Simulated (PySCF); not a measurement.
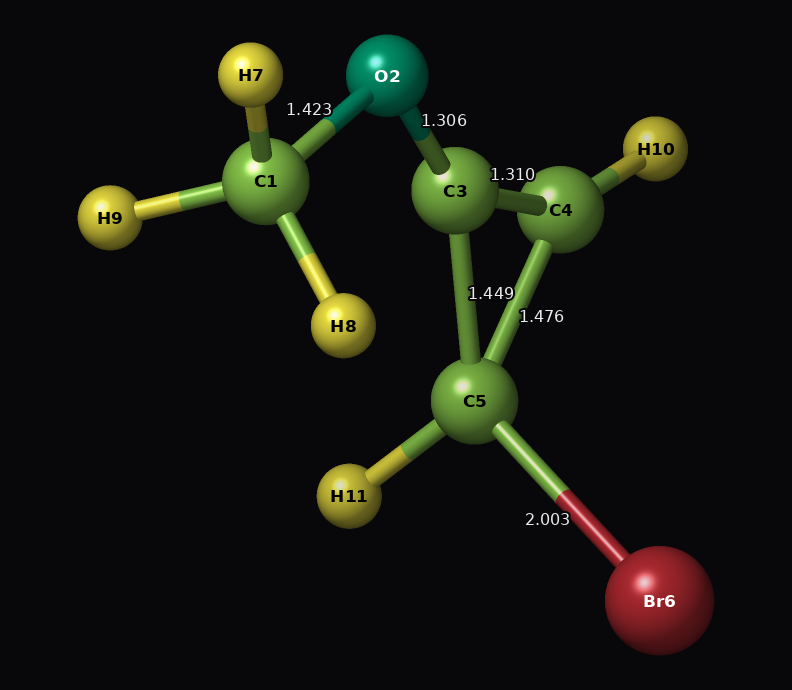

The numbers beside the sticks are distances in Å. Sticks don't show bond order. The geometry was computed by an optimisation with PBE0-D3(BJ)/def2-SVP. No frequency run is at hand to confirm it as a minimum.

Which of the marked bonds are single, double, triple or aromatic?

Answer. C1–O2 single; O2–C3 single; C3–C4 double; C3–C5 single; C4–C5 single; C5–Br6 single.

Give the structure as SMILES.

Answer. COC1=C[C@H]1Br
